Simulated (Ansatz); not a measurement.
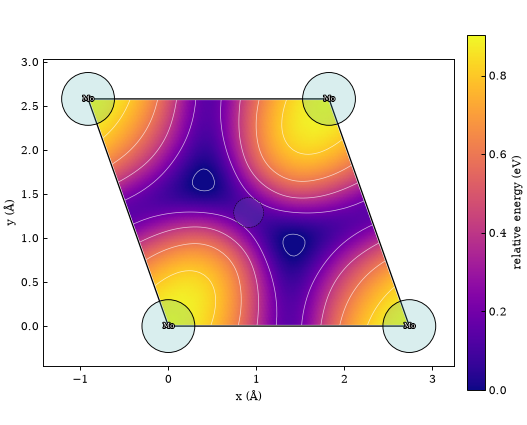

H on a Mo(110) slab cut from the Im-3m phase, its upper half relaxed before the scan (12 atoms of substrate and one adsorbate in a 2 × 2 cell). H is moved over the surface cell; relaxed at each place: the height of the adsorbate's atoms; substrate rigid; the origin of the map has the adsorbate above Mo9. Places are given modulo a cell vector. The map is drawn in real space over the plane of the surface. The grid has 6 × 6 points; 13 points were computed and 23 follow by symmetry. Places are given in fractions of the 1 × 1 surface cell. Energies: eV, counted from the lowest grid point. Theory: DFT PBE, scalar-relativistic, plane waves, PAW in Ansatz. Settings: cutoff 420 eV, k-mesh 5×5×1, gaussian smearing 0.1 eV, no spin polarisation.

In the figure: a smooth colour map with a few white contour lines, labelled circles for the atoms of the top layer and small ones for the second layer, the outline of one cell of the plane. Between grid points the surface is interpolated.

The lowest grid point is at (2/6, 4/6) of the cell vectors [nearest 1 Mo at 1.86 Å]; the map holds 2 wells of about this depth. The bottom of the well lies between grid points, at about (0.35, 0.65) of the cell vectors, about 0.022 eV lower on the interpolated surface. The highest grid point, the top site over a surface Mo atom, (0/6, 0/6) of the cell vectors, lies 0.90 eV above the lowest. On the interpolated surface the easiest way out of the lowest well to a well of about the same depth near (4/6, 2/6) of the cell vectors [nearest 1 Mo at 1.86 Å] passes a barrier of about 0.15 eV, counted from the interpolated bottom of the well. At the lowest point the adsorbate has 1 Mo at 1.86 Å as nearest neighbours, at the highest 1 Mo at 1.76 Å. Its relaxed height above the top atom is 1.12 Å at the lowest and 1.76 Å at the highest point.

The system is changed to H on a Ta(110) slab cut from the Im-3m phase, its upper half relaxed before the scan (12 atoms of substrate and one adsorbate in a 2 × 2 cell); all else is set up alike.

Question: What will the new map look like?

Answer: The lowest place stays at about (0.36, 0.64) of the cell vectors. The span from the lowest to the highest grid point grows from 0.90 to 1.21 eV. The easiest pass out of the lowest well goes from about 0.15 to about 0.14 eV on the interpolated surfaces. In the new map: at the lowest point the adsorbate has 1 Ta at 1.91 Å as nearest neighbours, at the highest 1 Ta at 1.85 Å. Its relaxed height above the top atom is 1.10 Å at the lowest and 1.85 Å at the highest point.

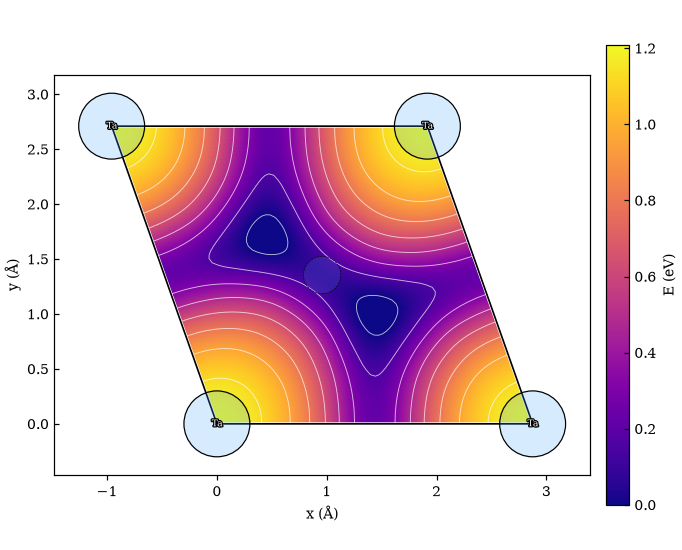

The map after the change, on a colour scale of its own. Drawn: a smooth colour map with a few white contour lines, labelled circles for the atoms of the top layer and small ones for the second layer, the outline of one cell of the plane. Between grid points the surface is interpolated.

PAW datasets: the set soft_1.
